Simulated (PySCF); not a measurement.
Excited-state calculation of C₅H₁₀InNO

The run: excited-state calculation of C₅H₁₀InNO (InEt2(NCO)). Method and program: TDDFT CAM-B3LYP/def2-SVPD, vertical, gas phase, core orbitals frozen in the response (PySCF 2.14.0).

The geometry comes from this level: PBE0-D3(BJ)/def2-SVP. It belongs to a series of runs on one base structure; here: one ligand: Et to NCO.

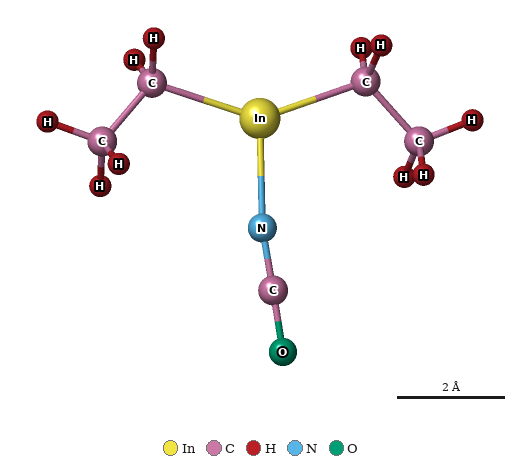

*The input geometry (ball-and-stick view, seen at a tilt). Sticks mark near contacts.*

### Summary

- outcome: converged
- total energy: −516.265454 hartree
- HOMO: −8.45 eV
- LUMO: −0.58 eV
- dipole moment: 5.53 D
- mean polarisability: 107.45 a.u.
- lowest singlet excitation: 4.60 eV
- hardware: 1 CPU thread, shared host
- wall time: 3.5 min
- peak memory: 1.5 GiB

### Remarks

Spin–orbit coupling is left out, which matters for the heavy atoms.

### The input
```
{"job": {"kind": "uv", "xc": "CAM-B3LYP", "basis": "def2-SVPD", "ip": false, "nstates": 10}, "charge": 0, "multiplicity": 1}
In     0.195438     0.420116    -0.001874
C      2.226629     0.096776     0.665337
C      2.573543    -1.371527     0.863875
H      2.345247     0.672130     1.598876
H      2.891245     0.577939    -0.071064
H      3.610723    -1.494114     1.218994
H      1.914098    -1.855250     1.600294
H      2.477104    -1.947920    -0.068962
C     -1.177449     1.952258    -0.662017
C     -2.599383     1.446501    -0.859167
H     -0.760733     2.365865    -1.595855
H     -1.132770     2.770624     0.075386
H     -3.265066     2.250603    -1.216082
H     -2.647252     0.627811    -1.592947
H     -3.030556     1.054275     0.074490
N     -0.810265    -1.400150    -0.012122
C     -1.223340    -2.524733     0.017849
O     -1.643554    -3.624234     0.042739
```

The first line tells a small driver script what to run in PySCF; the rest is the geometry in Å.

Launch command:
```bash
OMP_NUM_THREADS=1 python <driver script> task.json out
```

### What the program printed
```
coarse grid: 69008 points
cycle   1  E = -515.0615152220  dE = -1.999e+01  |g| = 2.244e+00  |ddm| = 1.866e+01
cycle   2  E = -514.4837754475  dE =  5.777e-01  |g| = 3.113e+00  |ddm| = 1.677e+01
cycle   3  E = -516.2143967273  dE = -1.731e+00  |g| = 4.957e-01  |ddm| = 6.253e+00
cycle   4  E = -516.2225422833  dE = -8.146e-03  |g| = 4.602e-01  |ddm| = 8.164e-01
cycle   5  E = -516.2649955299  dE = -4.245e-02  |g| = 4.608e-02  |ddm| = 4.296e-01
cycle   6  E = -516.2654127434  dE = -4.172e-04  |g| = 1.897e-02  |ddm| = 8.485e-02
cycle   7  E = -516.2654834504  dE = -7.071e-05  |g| = 3.579e-03  |ddm| = 2.871e-02
cycle   8  E = -516.2654878935  dE = -4.443e-06  |g| = 8.202e-04  |ddm| = 1.120e-02
final grid: 146008 points
cycle   9  E = -516.2654540594  dE = -2.546e-07  |g| = 5.910e-04  |ddm| = 6.082e-03
cycle  10  E = -516.2654540744  dE = -1.494e-08  |g| = 6.296e-04  |ddm| = 1.779e-03
cycle  11  E = -516.2654541604  dE = -8.600e-08  |g| = 1.587e-04  |ddm| = 7.851e-04
cycle  12  E = -516.2654541658  dE = -5.388e-09  |g| = 3.643e-05  |ddm| = 1.772e-04
cycle  13  E = -516.2654541664  dE = -6.019e-10  |g| = 2.223e-05  |ddm| = 1.366e-04
```

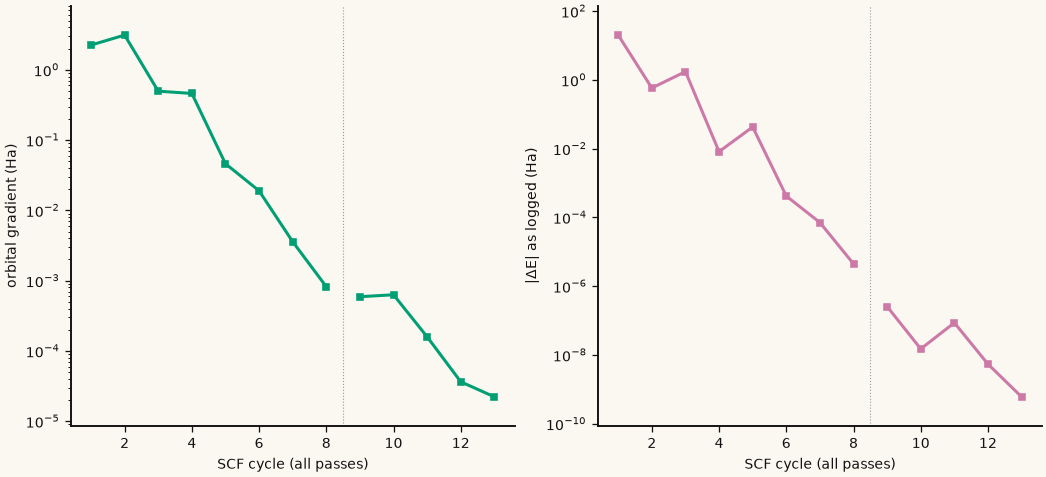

*Convergence of the self-consistent field: orbital gradient and size of the energy change against the SCF cycle. The dotted line marks the change from a coarse to the final integration grid.*

The first 8 cycles use a coarse grid, the final grid takes over at cycle 9, and the field converges after 13 cycles in all.

```
converged SCF energy = -516.2654541664

Static polarisability (au): isotropic 107.448, principal 74.900 118.982 128.462

Singlet excitations
state   eV       nm        f      main configurations
  1   4.6027    269.4   0.00001   H->L 0.97
  2   5.5237    224.5   0.00022   H-2->L 0.94
  3   5.8102    213.4   0.11275   H-1->L 0.92
  4   5.8696    211.2   0.24130   H->L+1 0.91
  5   6.4261    192.9   0.04133   H-2->L+1 0.48, H->L+2 0.38
  6   6.4574    192.0   0.00257   H-1->L+1 0.67, H-1->L+2 0.11, H-3->L 0.10
  7   6.7458    183.8   0.05051   H-3->L 0.82
  8   6.7718    183.1   0.00712   H->L+2 0.47, H-2->L+1 0.27, H-2->L+2 0.11
  9   7.1231    174.1   0.05944   H-3->L+1 0.43, H->L+3 0.38
 10   7.4573    166.3   0.02475   H-2->L+2 0.30, H->L+4 0.26, H->L+5 0.12

Triplet excitations (Tamm-Dancoff, eV): 4.4063 4.8333 5.2756 5.4168
```

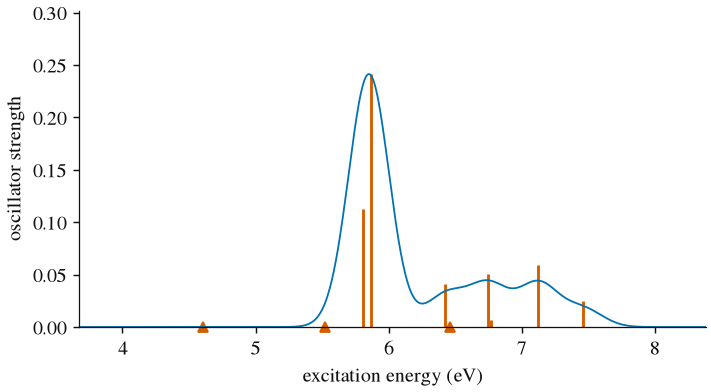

*Computed excitations as sticks (degenerate states added up, dark ones marked on the axis), with a Gaussian envelope of 0.35 eV full width at half maximum, scaled to the tallest.*

Of the 10 states the lowest lies at 4.60 eV (f = 0.000); the strongest line is at 5.87 eV, or 211 nm (f = 0.241).

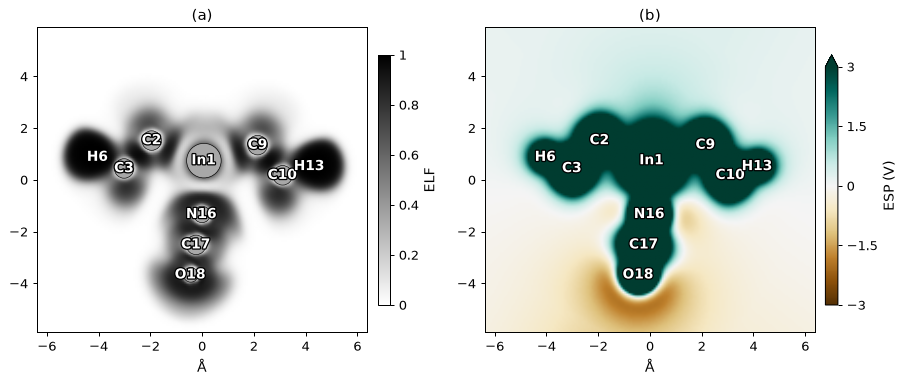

*(a) electron localisation function; (b) molecular electrostatic potential on the plane of atoms C2, In1 and N16. Grey discs, where drawn, cover atomic cores.*

The section cuts through In, C, H, N and O sites. C–O (1.18 Å): the ELF peaks at about 0.85 between the atoms (a multiple bond by its length, whose ELF region spreads away from the axis). C–N (1.20 Å): the ELF peaks at about 0.90 between the atoms; a double or triple bond. C–C (1.52 Å): the ELF peaks at about 0.95 between the atoms (a covalent bond). In–N (2.08 Å): the ELF peaks at about 0.90 in the valence shell of N, 0.6 Å from its nucleus, and drops to about 0.10 between the two atoms. C–In (2.16 Å): the ELF peaks at about 0.90 in the valence shell of C, 0.7 Å from its nucleus, and drops to about 0.20 between the two atoms.

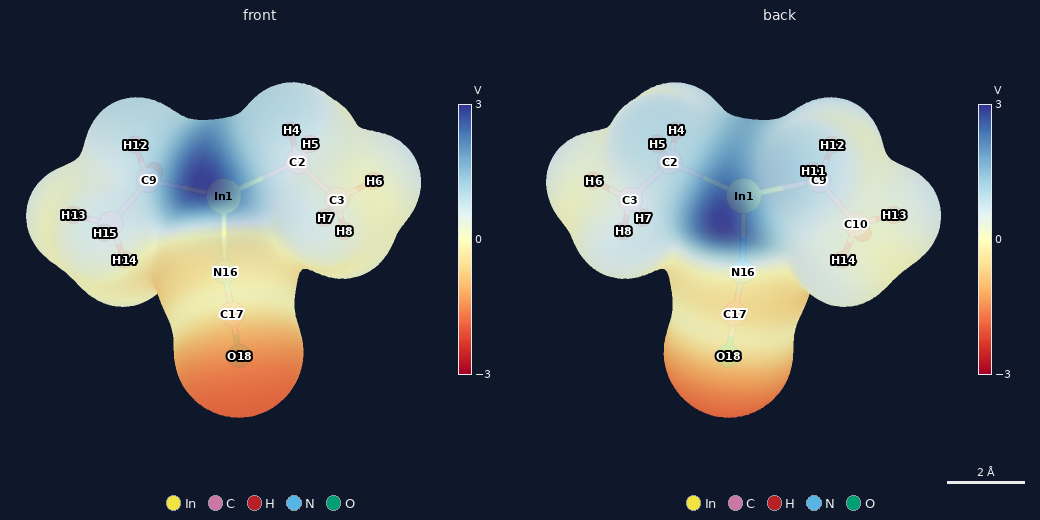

*The molecular electrostatic potential painted on the density surface at 0.002 e/bohr³, seen at a tilt and from behind; the colour scale runs from red (negative) to blue (positive).*
